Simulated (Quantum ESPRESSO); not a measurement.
# The valence band of MoS2 as photoemission sees it, part 3 of 15

Wanted: projected DOS of MoS2, weighted into photoemission and X-ray emission spectra, at several levels of theory.

Quantum ESPRESSO 7.5; DFT, LDA, plane waves, ultrasoft GBRV pseudopotentials, scalar-relativistic (the session's first sound run).

So far. Step 2 (The base run: self-consistent run): At this level the gap is 0.88 eV on the k-mesh of the self-consistent run, which can miss the band edges.

## 4. Projected DOS and spectra

projwfc.x splits the states by atom and shell, which the spectra need, since each shell has its own cross section.

The input, projwfc.in:

```
&projwfc
  prefix = 'pes'
  outdir = './tmp'
  filpdos = 'pes'
  ngauss = 0
  degauss = 0.00735
  DeltaE = 0.05
  Emin = -18.55
  Emax = 23.45
/
```

Run with:

```
OMP_NUM_THREADS=1 mpirun -n 4 projwfc.x -nk 4 -in projwfc.in > projwfc.out
```

The program printed:

```text
[banner, memory and clock lines left out]
Program PROJWFC v.7.5 starts

          URL

     ./tmp/pes.save/

     IMPORTANT: XC functional enforced from input :
     Exchange-correlation= PZ
                           (   1   1   0   0   0   0   0)
     Any further DFT definition will be discarded
     Please, verify this is what you really want

     G-vector sticks info

     negative rho (up, down):  7.363E-05 0.000E+00

     Gaussian broadening (read from input): ngauss,degauss=   0    0.007350

     Calling projwave ....

  Problem Sizes
  natomwfc =           21
  nbnd     =           23
  nkstot   =          288
  npwx     =         1556
  nkb      =           54

     Atomic states used for projection
     (read from pseudopotential files):

     state #   1: atom   1 (Mo ), wfc  1 (l=0 m= 1)
     state #   2: atom   1 (Mo ), wfc  2 (l=1 m= 1)
     state #   3: atom   1 (Mo ), wfc  2 (l=1 m= 2)
     state #   4: atom   1 (Mo ), wfc  2 (l=1 m= 3)
     state #   5: atom   1 (Mo ), wfc  3 (l=2 m= 1)
     state #   6: atom   1 (Mo ), wfc  3 (l=2 m= 2)
     state #   7: atom   1 (Mo ), wfc  3 (l=2 m= 3)
     state #   8: atom   1 (Mo ), wfc  3 (l=2 m= 4)
     state #   9: atom   1 (Mo ), wfc  3 (l=2 m= 5)
     state #  10: atom   1 (Mo ), wfc  4 (l=0 m= 1)
     state #  11: atom   1 (Mo ), wfc  5 (l=1 m= 1)
     state #  12: atom   1 (Mo ), wfc  5 (l=1 m= 2)
     state #  13: atom   1 (Mo ), wfc  5 (l=1 m= 3)
     state #  14: atom   2 (S  ), wfc  1 (l=0 m= 1)
     state #  15: atom   2 (S  ), wfc  2 (l=1 m= 1)
     state #  16: atom   2 (S  ), wfc  2 (l=1 m= 2)
     state #  17: atom   2 (S  ), wfc  2 (l=1 m= 3)
     state #  18: atom   3 (S  ), wfc  1 (l=0 m= 1)
     state #  19: atom   3 (S  ), wfc  2 (l=1 m= 1)
     state #  20: atom   3 (S  ), wfc  2 (l=1 m= 2)
     state #  21: atom   3 (S  ), wfc  2 (l=1 m= 3)

 k =   0.0000000000  0.0000000000  0.0000000000
==== e(   1) =   -50.50439 eV ====
     psi = 0.961*[#   1]+0.015*[#  10]+0.009*[#  19]+0.009*[#  15]+0.002*[#  14]
          +0.002*[#  18]+0.002*[#   5]
    |psi|^2 = 1.000
==== e(   2) =   -24.72928 eV ====
     psi = 0.972*[#   2]+0.010*[#  11]+0.005*[#  14]+0.005*[#  18]+0.004*[#  15]
          +0.004*[#  19]
    |psi|^2 = 1.000
==== e(   3) =   -24.48879 eV ====
     psi = 0.485*[#   3]+0.485*[#   4]+0.013*[#  12]+0.013*[#  13]
    |psi|^2 = 1.000
==== e(   4) =   -24.48879 eV ====
     psi = 0.485*[#   3]+0.485*[#   4]+0.013*[#  12]+0.013*[#  13]
    |psi|^2 = 1.000
==== e(   5) =    -4.14647 eV ====
     psi = 0.417*[#  10]+0.280*[#  18]+0.279*[#  14]+0.018*[#   1]+0.002*[#  15]
          +0.002*[#  19]+0.002*[#   5]
    |psi|^2 = 0.999
==== e(   6) =    -2.39682 eV ====
     psi = 0.402*[#  11]+0.289*[#  14]+0.288*[#  18]+0.020*[#   2]
    |psi|^2 = 0.999
==== e(   7) =     3.88600 eV ====
     psi = 0.322*[#  19]+0.320*[#  15]+0.250*[#   5]+0.030*[#  10]+0.024*[#  14]
          +0.024*[#  18]+0.020*[#   1]
    |psi|^2 = 0.990
==== e(   8) =     7.45154 eV ====
     psi = 0.334*[#   8]+0.334*[#   9]+0.082*[#  20]+0.082*[#  21]+0.077*[#  16]
          +0.077*[#  17]
    |psi|^2 = 0.989
==== e(   9) =     7.45154 eV ====
     psi = 0.334*[#   8]+0.334*[#   9]+0.082*[#  20]+0.082*[#  21]+0.077*[#  16]
          +0.077*[#  17]
    |psi|^2 = 0.989
==== e(  10) =     8.59368 eV ====
     psi = 0.283*[#   6]+0.283*[#   7]+0.107*[#  16]+0.107*[#  17]+0.103*[#  20]
          +0.103*[#  21]
    |psi|^2 = 0.986
==== e(  11) =     8.59368 eV ====
     psi = 0.283*[#   6]+0.283*[#   7]+0.107*[#  16]+0.107*[#  17]+0.103*[#  20]
          +0.103*[#  21]
    |psi|^2 = 0.986
==== e(  12) =     9.68197 eV ====
     psi = 0.593*[#  15]+0.307*[#   5]+0.070*[#  19]+0.004*[#   2]+0.003*[#  14]
          +0.002*[#  10]
    |psi|^2 = 0.979
==== e(  13) =     9.73561 eV ====
     psi = 0.559*[#  19]+0.371*[#   5]+0.037*[#  15]+0.003*[#   2]+0.003*[#  18]
          +0.002*[#  10]
    |psi|^2 = 0.977
==== e(  14) =    12.94808 eV ====
     psi = 0.198*[#   6]+0.198*[#   7]+0.168*[#  16]+0.168*[#  17]+0.114*[#  20]
          +0.114*[#  21]+0.001*[#   8]+0.001*[#   9]
    |psi|^2 = 0.963
==== e(  15) =    12.94808 eV ====
     psi = 0.198*[#   6]+0.198*[#   7]+0.168*[#  16]+0.168*[#  17]+0.114*[#  20]
          +0.114*[#  21]+0.001*[#   8]+0.001*[#   9]
    |psi|^2 = 0.963
==== e(  16) =    13.38641 eV ====
     psi = 0.190*[#  20]+0.190*[#  21]+0.155*[#   8]+0.155*[#   9]+0.138*[#  16]
          +0.138*[#  17]+0.009*[#  12]+0.009*[#  13]+0.002*[#   6]+0.002*[#   7]

    |psi|^2 = 0.989
[...]
psi = 0.190*[#  20]+0.190*[#  21]+0.155*[#   8]+0.155*[#   9]+0.138*[#  16]
          +0.138*[#  17]+0.009*[#  12]+0.009*[#  13]+0.002*[#   6]+0.002*[#   7]

[...]
psi = 0.447*[#  10]+0.157*[#  18]+0.152*[#  14]+0.020*[#  15]+0.019*[#  19]
          +0.007*[#   5]
[...]
psi = 0.449*[#  11]+0.177*[#  14]+0.141*[#  18]+0.001*[#  10]
[...]
psi = 0.063*[#  10]+0.056*[#   5]+0.046*[#  18]+0.015*[#  14]+0.006*[#  11]
          +0.003*[#  15]+0.003*[#  19]
[...]
+0.005*[#  21]+0.003*[#  16]+0.003*[#  17]+0.002*[#   8]+0.002*[#   9]

[...]
+0.005*[#  21]+0.003*[#  16]+0.003*[#  17]+0.002*[#   8]+0.002*[#   9]

[...]
+0.004*[#  17]+0.002*[#  20]+0.002*[#  21]
[...]
k =   0.0000000000 -0.1674343739  0.0248351030
[...]
+0.007*[#  10]+0.001*[#   5]+0.001*[#  14]+0.001*[#  18]
[...]
+0.004*[#  19]
[...]
psi = 0.485*[#   3]+0.485*[#   4]+0.013*[#  12]+0.013*[#  13]
[...]
+0.019*[#   1]+0.002*[#  15]+0.002*[#  19]+0.002*[#   5]
[...]
+0.003*[#   7]
[...]
+0.023*[#  18]+0.018*[#   1]+0.002*[#   8]+0.002*[#   9]
[...]
+0.079*[#  17]+0.012*[#  10]+0.005*[#  14]+0.005*[#  18]+0.002*[#  12]
          +0.002*[#  13]+0.001*[#  15]
[...]
+0.079*[#  17]+0.003*[#  12]+0.003*[#  13]
[...]
+0.093*[#  21]+0.049*[#  15]+0.048*[#  19]+0.007*[#  11]
[...]
+0.105*[#  21]
[...]
+0.008*[#  20]+0.008*[#  21]+0.005*[#  12]+0.005*[#  13]+0.004*[#   6]
          +0.004*[#   7]+0.002*[#   2]+0.001*[#   8]+0.001*[#   9]+0.001*[#  14]

[...]
+0.017*[#  16]+0.017*[#  17]+0.006*[#   2]+0.005*[#   6]+0.005*[#   7]
          +0.005*[#  14]+0.005*[#  18]+0.003*[#  11]+0.002*[#  12]+0.002*[#  13]
          +0.001*[#   8]+0.001*[#   9]
[...]
+0.003*[#  19]
[...]
+0.001*[#  15]+0.001*[#  19]
[...]
psi = 0.486*[#   3]+0.486*[#   4]+0.012*[#  12]+0.012*[#  13]
[...]
+0.001*[#   3]+0.001*[#   4]+0.001*[#  11]
[...]
+0.014*[#   7]
[...]
+0.002*[#  12]+0.002*[#  13]
[...]
+0.003*[#  18]
[...]
+0.084*[#  17]+0.008*[#  12]+0.008*[#  13]
[...]
+0.002*[#   7]+0.002*[#  11]
[...]
+0.014*[#  19]+0.011*[#  10]+0.001*[#  11]
[...]
+0.010*[#  11]+0.001*[#   5]
[...]
+0.112*[#  17]+0.003*[#   8]+0.003*[#   9]
[...]
+0.003*[#   6]+0.003*[#   7]+0.002*[#  10]+0.001*[#   1]
[...]
+0.002*[#  15]+0.001*[#   6]+0.001*[#   7]
[...]
k =   0.0000000000 -0.5023031218  0.0745053091
[...]
+0.001*[#  14]+0.001*[#  18]+0.001*[#   5]
[...]
+0.001*[#  17]+0.001*[#  20]+0.001*[#  21]
[...]
+0.002*[#  11]+0.002*[#  15]+0.002*[#  19]
[...]
+0.002*[#  12]+0.002*[#  13]
[...]
+0.015*[#  11]+0.005*[#   5]+0.002*[#   8]+0.002*[#   9]
[...]
+0.004*[#   7]+0.003*[#   5]+0.003*[#  12]+0.003*[#  13]
[...]
k =   0.0000000000 -0.6697374957  0.0993404122
[...]
+0.003*[#  20]+0.003*[#  21]+0.002*[#  15]+0.002*[#  19]
[...]
+0.002*[#  15]+0.001*[#  19]
[...]
+0.005*[#  13]+0.004*[#  10]
[...]
+0.002*[#  16]+0.002*[#  17]
[...]
+0.001*[#   6]+0.001*[#   7]
[...]
k =   0.0000000000 -0.8371718697  0.1241755152
[...]
+0.004*[#  13]+0.004*[#  10]+0.002*[#  14]+0.002*[#  18]
[...]
k =   0.0000000000 -1.0046062436  0.1490106183
[...]
+0.006*[#  19]+0.003*[#  18]+0.002*[#  14]+0.001*[#  10]
[...]
+0.004*[#   7]+0.004*[#   3]+0.004*[#   4]+0.001*[#   1]
[...]
+0.002*[#   1]+0.002*[#   2]+0.001*[#   8]+0.001*[#   9]
[...]
k =   0.0000000000  1.1720406175 -0.1738457213
[...]
+0.005*[#  19]+0.002*[#  16]+0.002*[#  17]+0.001*[#   1]
[...]
+0.003*[#  15]+0.002*[#  19]+0.001*[#  16]+0.001*[#  17]
[...]
+0.007*[#  11]+0.006*[#   5]+0.003*[#   2]+0.002*[#  10]
[...]
k =  -0.1450024213 -0.0837171870  0.0496702061
[...]
psi = 0.485*[#   3]+0.485*[#   4]+0.013*[#  12]+0.013*[#  13]
[...]
k =  -0.1450024213 -0.2511515609  0.0745053091
[...]
psi = 0.486*[#   3]+0.486*[#   4]+0.012*[#  12]+0.012*[#  13]
[...]
k =  -0.1450024213 -0.4185859348  0.0993404122
[...]
k =  -0.1450024213 -0.5860203088  0.1241755152
[...]
k =  -0.1450024213 -0.7534546827  0.1490106183
[...]
k =  -0.1450024213 -0.9208890566  0.1738457213
[...]
k =  -0.1450024213  1.2557578045 -0.1490106182
[...]
+0.002*[#  19]+0.001*[#  15]
[...]
+0.002*[#   7]+0.002*[#  19]
[...]
k =  -0.1450024213  1.0883234306 -0.1241755152
[...]
+0.001*[#  19]+0.001*[#  15]
[...]
+0.001*[#   2]+0.001*[#   8]+0.001*[#   9]+0.001*[#  14]
[...]
+0.069*[#  20]+0.069*[#  21]+0.065*[#  16]+0.065*
[... cut ...]
 = 0.443
[...]
+0.002*[#  16]+0.002*[#  17]
[...]
k =  -0.0000000000  2.0092124872  0.0745053093
[...]
+0.002*[#  15]+0.002*[#  19]
[...]
psi = 0.486*[#   3]+0.486*[#   4]+0.012*[#  12]+0.012*[#  13]
[...]
+0.001*[#  12]+0.001*[#  13]+0.001*[#   1]+0.001*[#   2]
[...]
+0.003*[#  14]+0.001*[#  18]
[...]
+0.017*[#  15]+0.016*[#  11]+0.015*[#   5]+0.005*[#  19]
[...]
k =  -0.0000000000  1.8417781132  0.0993404123
[...]
+0.001*[#  10]
[...]
+0.108*[#  17]+0.001*[#   8]+0.001*[#   9]
[...]
+0.021*[#  18]+0.010*[#  10]+0.006*[#  12]+0.006*[#  13]
[...]
+0.134*[#  21]+0.001*[#   8]+0.001*[#   9]
[...]
+0.005*[#   9]
[...]
+0.001*[#   9]
[...]
+0.002*[#   1]
[...]
+0.002*[#  19]+0.002*[#  14]+0.002*[#  20]+0.002*[#  21]
[...]
+0.007*[#  21]+0.005*[#   3]+0.005*[#   4]
[...]
k =  -0.0000000000  1.6743437393  0.1241755153
[...]
+0.003*[#  20]+0.003*[#  21]+0.002*[#  15]+0.002*[#  19]
[...]
+0.002*[#  17]+0.002*[#  20]+0.002*[#  21]
[...]
+0.003*[#  21]+0.003*[#  11]+0.002*[#   5]
[...]
+0.001*[#   3]+0.001*[#   4]+0.001*[#   6]+0.001*[#   7]
[...]
+0.001*[#  12]+0.001*[#  13]
[...]
+0.114*[#  17]
[...]
+0.001*[#  12]+0.001*[#  13]
[...]
+0.133*[#  21]
[...]
+0.008*[#  11]+0.005*[#   5]+0.004*[#  16]+0.004*[#  17]+0.003*[#  12]
          +0.003*[#  13]
[...]
psi = 0.052*[#  10]+0.035*[#  14]+0.024*[#  11]+0.021*[#  12]+0.021*[#  13]
          +0.020*[#  18]+0.020*[#  19]+0.014*[#  15]+0.007*[#   8]+0.007*[#   9]
          +0.006*[#  16]+0.006*[#  17]+0.001*[#   1]
    |psi|^2 = 0.236
==== e(  20) =    19.65606 eV ====
     psi = 0.138*[#  12]+0.138*[#  13]+0.049*[#  14]+0.047*[#  10]+0.039*[#  18]
          +0.024*[#  11]+0.024*[#  15]+0.019*[#   1]+0.019*[#  19]+0.018*[#   8]
          +0.018*[#   9]+0.012*[#   5]+0.012*[#  16]+0.012*[#  17]+0.005*[#  20]
          +0.005*[#  21]+0.001*[#   6]+0.001*[#   7]
    |psi|^2 = 0.581
==== e(  21) =    20.66933 eV ====
     psi = 0.217*[#  11]+0.046*[#  18]+0.025*[#  12]+0.025*[#  13]+0.021*[#  19]
          +0.021*[#  14]+0.020*[#   6]+0.020*[#   7]+0.017*[#  20]+0.017*[#  21]
          +0.013*[#  15]+0.005*[#  16]+0.005*[#  17]+0.004*[#   5]+0.003*[#   1]

    |psi|^2 = 0.458
==== e(  22) =    21.95956 eV ====
     psi = 0.098*[#  10]+0.013*[#  12]+0.013*[#  13]+0.007*[#  14]+0.006*[#  16]
          +0.006*[#  17]+0.005*[#  11]+0.004*[#   1]+0.004*[#  20]+0.004*[#  21]
          +0.003*[#   5]+0.002*[#  18]+0.002*[#  19]
    |psi|^2 = 0.171
==== e(  23) =    22.60103 eV ====
     psi = 0.219*[#  12]+0.219*[#  13]+0.008*[#  16]+0.008*[#  17]+0.006*[#   8]
          +0.006*[#   9]+0.006*[#  20]+0.006*[#  21]+0.005*[#   3]+0.005*[#   4]

    |psi|^2 = 0.487

 k =  -0.1450024213 -0.0837171870  0.4221967519
==== e(   1) =   -50.50231 eV ====
     psi = 0.945*[#   1]+0.012*[#  12]+0.012*[#  13]+0.010*[#  15]+0.010*[#  19]
          +0.007*[#  10]+0.001*[#   5]+0.001*[#  14]+0.001*[#  18]
    |psi|^2 = 1.000
==== e(   2) =   -24.72523 eV ====
     psi = 0.974*[#   2]+0.008*[#  11]+0.004*[#  14]+0.005*[#  18]+0.004*[#  15]
          +0.004*[#  19]
    |psi|^2 = 1.000
==== e(   3) =   -24.50981 eV ====
     psi = 0.487*[#   3]+0.487*[#   4]+0.009*[#  12]+0.009*[#  13]+0.004*[#  10]

    |psi|^2 = 1.000
==== e(   4) =   -24.49356 eV ====
     psi = 0.486*[#   3]+0.486*[#
```

Elapsed: 1.8 s, on 4 MPI ranks of Arm Neoverse V2, shared host.

Numbers from this step:

| Quantity | Value |
| --- | --- |
| zero of energy | valence-band maximum |
| gap from the DOS mesh | 0.882 eV |
| share of occupied states in no projected shell | 0.0076 of the occupied states in the window |

The DOS has structure finer than the step of the table below, so its rows give means over 2 eV, whole bins alone (the curve runs from -16.8 to 9.72 eV). Peaks (eV: height): total -12.9: 4.9, -4.7: 3.96, -4.0: 4.41, 2.1: 4.61; S 3p -4.7: 2.25, -4.0: 2.47, -2.8: 2.28, -2.4: 2.35; Mo 4d -4.0: 1.64, -1.6: 1.99, 1.5: 2.91, 2.0: 2.65; S 3s -12.9: 3.63; Mo 5p -13.1: 0.730, -4.0: 0.169, -2.9: 0.160, 8.7: 0.508.

Table of DOS by E, zero at the valence-band maximum; means over each step; values in states/eV/cell:

```tsv
E (eV)	total	S 3p	Mo 4d	S 3s	Mo 5p	Mo 5s
-14	1.20	0.0210	0.0640	0.736	0.280	0.0981
-12	0.789	0.00917	0.111	0.592	0.0723	0.00500
-10	0	0	0	0	0	0
-8	0.00322	0.00206	8.0e-4	1.5e-4	1.2e-5	1.5e-4
-6	1.68	1.03	0.476	0.0348	0.0764	0.0563
-4	2.59	1.45	0.857	0.104	0.110	0.0480
-2	2.56	1.46	0.902	0.0601	0.0916	0.0107
0	0.223	0.0764	0.131	0.00598	0.00275	0.00232
2	2.99	0.986	1.76	0.0650	0.0353	0.0203
4	0.960	0.410	0.449	0.0426	0.00705	0.00291
6	0.710	0.0649	0.0320	0.0361	0.0963	0.176
8	2.20	0.152	0.0638	0.132	0.413	0.223
```

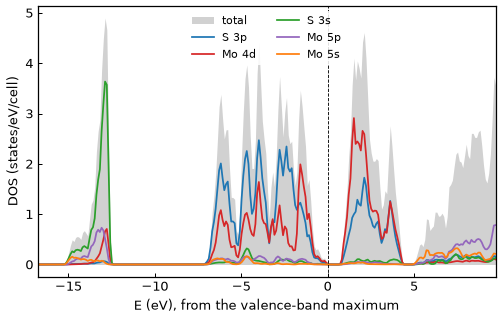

DOS, plotted against E.

Sums over each group's atoms; a table of it gives point samples, which can step over narrow peaks. DOS of the group against E, zero at the valence-band maximum; values in states/eV:

```tsv
E (eV)	Mo1: Mo 4d	S2: S 3p	S3: S 3p	S2: S 3s	S3: S 3s	Mo1: Mo 5p	Mo1: Mo 5s
-15.0	8.0e-4	0.00171	0.00172	0.0601	0.0605	0.0183	0.0797
-12.5	0.0433	9.6e-4	7.9e-4	0.105	0.0922	0.00571	1.1e-4
-10.0	0	0	0	0	0	0	0
-7.5	0	2.5e-6	2.5e-6	0	0	0	3.8e-7
-5.0	0.539	0.563	0.609	0.0501	0.0613	0.0943	0.0469
-2.5	0.653	0.980	0.962	0.0447	0.0483	0.0882	0.00728
0.0	0.0227	0.00711	0.00732	0.00102	0.00101	1.7e-4	3.6e-4
2.5	1.17	0.432	0.475	0.0282	0.0294	0.0305	0.00645
5.0	0.00329	0.00391	0.00159	6.1e-4	3.0e-4	0.00383	0.0212
7.5	0.0662	0.0906	0.0960	0.0876	0.0945	0.401	0.312
```

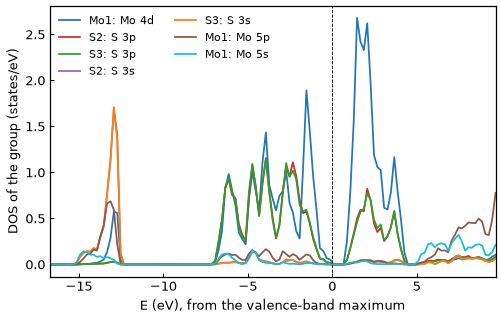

DOS of the group, plotted against E.

This run's widths, added to any smearing of the DOS itself: Gaussian 0.35 eV, Lorentzian 0.05 eV plus 0.05 an eV of depth. Intensity against binding energy, zero at the valence-band maximum; values in % of the maximum within 13 eV:

```tsv
binding energy (eV)	21.2 eV	100 eV	1486.7 eV	5414.7 eV
0.0	3.65	2.92	3.56	1.46
2.5	67.1	99.8	68.9	27.5
5.0	49.7	66.9	54.0	24.8
7.5	3.50	5.02	4.18	2.14
10.0	0.535	2.09	2.62	2.33
12.5	-	39.5	58.4	57.8
15.0	-	8.69	12.2	13.4
```

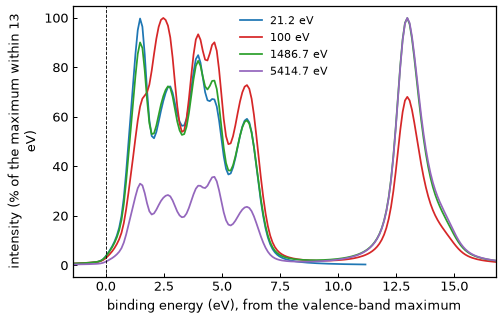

Intensity, plotted against binding energy.

Maxima picked by a test of local sharpness, so broad peaks and shoulders can be missing; peaks within 0.45 eV of a curve's cut are left out. Valence peaks, by row:

```tsv
photon energy (eV)	binding energy (eV)	height (% of the maximum within 13 eV)	main shell	its share (%)
21.2	6.054	59.26	Mo 4d	69.79
21.2	4.604	67.4	Mo 4d	69.42
21.2	3.954	85.12	Mo 4d	73.58
21.2	2.754	72.59	Mo 4d	68.25
21.2	1.504	100	Mo 4d	85.78
100	12.95	68.11	S 3s	94.21
100	6.054	72.92	S 3p	89.19
100	4.654	90.36	S 3p	83.43
100	3.954	93.42	S 3p	87.47
100	2.454	100	S 3p	90.85
1487	12.95	100	S 3s	86.08
1487	6.054	58.66	Mo 4d	57.83
1487	4.654	75.01	Mo 4d	50.93
1487	3.954	82.64	Mo 4d	62.12
1487	2.704	72.5	Mo 4d	55.1
1487	1.504	90.46	Mo 4d	77.71
5415	12.95	100	S 3s	93.27
5415	6.054	23.66	Mo 4d	47.54
5415	4.654	35.96	Mo 4d	35.23
5415	4.004	32.32	Mo 4d	52.43
5415	2.654	28.43	Mo 4d	45.41
5415	1.504	33.17	Mo 4d	70.26
```

The intensity has structure finer than the step of the table below, so its rows give means over 2 eV, whole bins alone (the curve runs from -16.8 to 1.42 eV). Peaks (eV: height): Mo L-beta2 -3.7: 100.0; S K-beta -4.1: 92.0, -2.5: 100.0; S K-beta, E along x -3.9: 97.7; S K-beta, E along y -3.9: 97.7; S K-beta, E along z -4.7: 108, -2.4: 131.

Shapes are the site's partial DOS without matrix elements, which overweights lines from ligand s bands. Intensity against emission energy less the core level's binding energy, zero at the valence-band maximum; means over each step; values in % of the unpolarised maximum:

```tsv
emission energy less the core level's binding energy (eV)	Mo L-beta2	S K-beta	S K-beta, E along x	S K-beta, E along y	S K-beta, E along z	S L2,3
-14	10.9	1.66	1.48	1.48	2.01	44.0
-12	12.5	1.76	1.62	1.62	2.04	34.1
-10	9.14	2.48	2.49	2.49	2.47	2.37
-8	20.6	9.75	9.98	9.98	9.31	0.985
-6	62.8	60.7	63.8	63.8	54.5	3.19
-4	95.5	85.0	85.1	85.1	84.8	6.46
-2	93.5	78.7	66.7	66.7	103	4.00
0	39.8	12.7	9.84	9.84	18.3	0.570
```

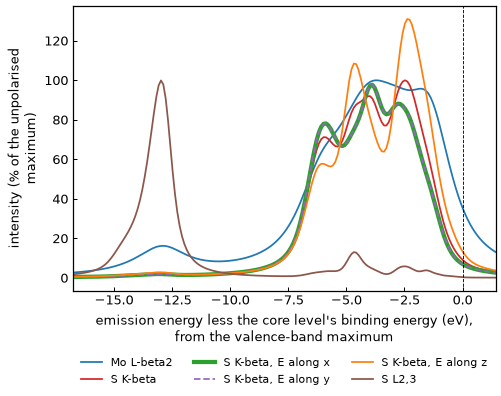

Intensity against emission energy less the core level's binding energy.

(Continued in part 4 of 15.)

[Logs are printed without paths, hosts, clocks, repeated set-up lines and the standing remarks that a program may print on its own settings, such as how far it seeks lower states.]

[Hosts, paths, dates, database ids (printed as entryN), source tags and the programs' standing remarks are cut or masked in the printed files.]

[Maps of the electrostatic potential energy from Ansatz leave out the sawtooth potential of an applied field or a dipole correction, so their vacuum need not be flat; work functions include it.]

[Peak lists hold at most the 14 tallest peaks of each spectrum; further lines can be left out.]
